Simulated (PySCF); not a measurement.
# H4Si: the cost of one run

Method: relaxation, HF, aug-cc-pvtz, and further levels as typed in the inputs, in PySCF 2.14.0.

1 further run of the same task is left out (for a faulty analytic Hessian).

## 1. The system as given

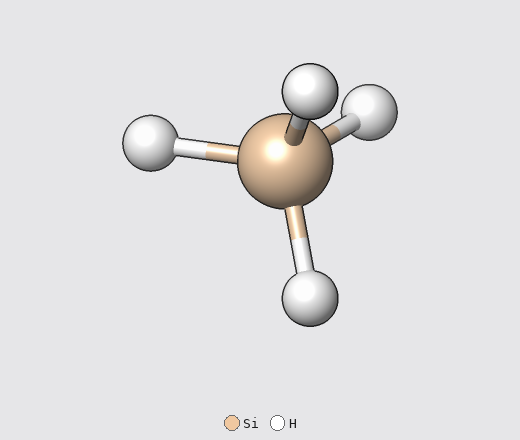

The starting structure, seen from a chosen angle (silicon light orange, hydrogen white).

Structure file:

```xyz
5

Si    0.0000    0.0000    0.0000
H     0.8550    0.8550    0.8550
H    -0.8550   -0.8550    0.8550
H    -0.8550    0.8550   -0.8550
H     0.8550   -0.8550   -0.8550
```

## 2. Relaxation: H4Si

Input file run.py:

```python
from pyscf import gto, scf
from pyscf.geomopt.geometric_solver import optimize
mol = gto.M(atom="mol.xyz", basis="aug-cc-pvtz", verbose=4)
mf = scf.RHF(mol).run(conv_tol=1e-9)
m = optimize(mf, maxsteps=60)
print("optimised structure (A):")
for k in range(m.natm): print(m.atom_symbol(k), *(f"{x:.8f}" for x in m.atom_coords(unit="A")[k]))
```

Run with:

```sh
python run.py
```

**Question.** How long does this run take on 2 threads of Intel Xeon 6975P-C (Granite Rapids), shared host?

About 19 s.
